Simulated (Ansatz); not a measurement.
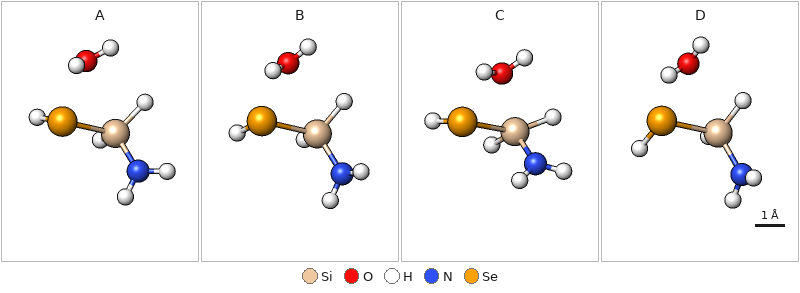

4 geometries from a converged minimum-energy path of SiNH$_{7}$SeO, shuffled. A ball-and-stick model, seen at a tilt.

Theory: Ansatz, RKS LDA/def2-SVP. Set-up: 5 movable images; climbing image; force threshold 0.05 eV/Å; iteration limit 60; starting path through a guess of the saddle point.

Question: Which frame is the top of the path?

Answer: C. In order along the path, whose images run from 0 to 6: C (image 2, +0.66 eV), A (image 4, +0.42 eV), B (image 5, +0.38 eV), D (image 6, +0.35 eV). Breaking: H–Se (1.51 → 2.36 Å), O–Si (1.69 → 2.87 Å). Forming: H–O (1.88 → 0.99 Å), Se–Si (3.67 → 2.34 Å).
